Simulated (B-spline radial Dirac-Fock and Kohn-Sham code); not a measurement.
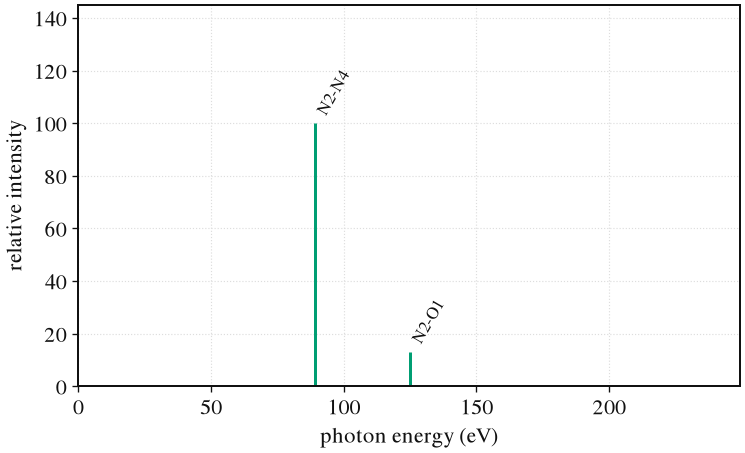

**Figure.** X-ray emission lines that fill an N2 (4p1/2) hole, as sticks. Multiplet splitting by the open shell is left out. System: Te³⁺, configuration [Kr] 4d10 5s2 5p1, inside a Watson sphere of charge −3 and radius 3 Å that stands in for a crystal. The calculation used independent-particle rates on relativistic LDA orbitals of the hole state (multipoles to L = 3), energies from Dirac–Fock ΔSCF (a B-spline radial code). Widths ruled by Coster–Kronig decay come out up to twice the measured ones in this model.

The strongest line is N2-N4 at 89.23 eV with 88.4 % of the photons, then N2-O1 at 125.0 eV (12 %). The hole has a width of 27.6 eV and a fluorescence yield of 9.23 × 10⁻⁶.
